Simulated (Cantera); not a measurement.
Charge: 1 mol Si3N4, a varied amount of Cl2, 59 mol H2, held at 898 K and 0.000200 bar.

Method: chemical equilibrium by Gibbs-energy minimisation in Cantera with the NASA 1993 tables (ideal gas, pure condensed phases). Candidate condensed phases: NH4Cl, Si, Si3N4; 28 gas species. The tables' values for SiCl3 are old estimates; treat these amounts as uncertain. Equilibrium is a limit: real reactors are often held back by kinetics, nucleation or transport.

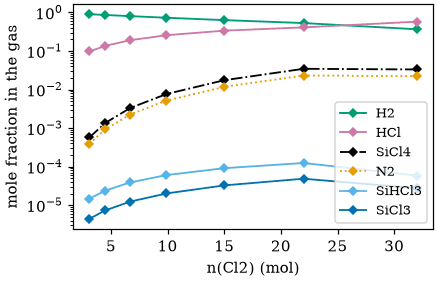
*Equilibrium gas composition (values under 1e-9 drawn at 1e-9)*

Problem. Read off the mole fractions at 4.5 mol Cl2.

Solution. H2 about 0.86, HCl about 0.14, SiCl4 about 0.0014, N2 about 0.00093, SiHCl3 about 2.4e-5, SiCl3 about 7.3e-6.
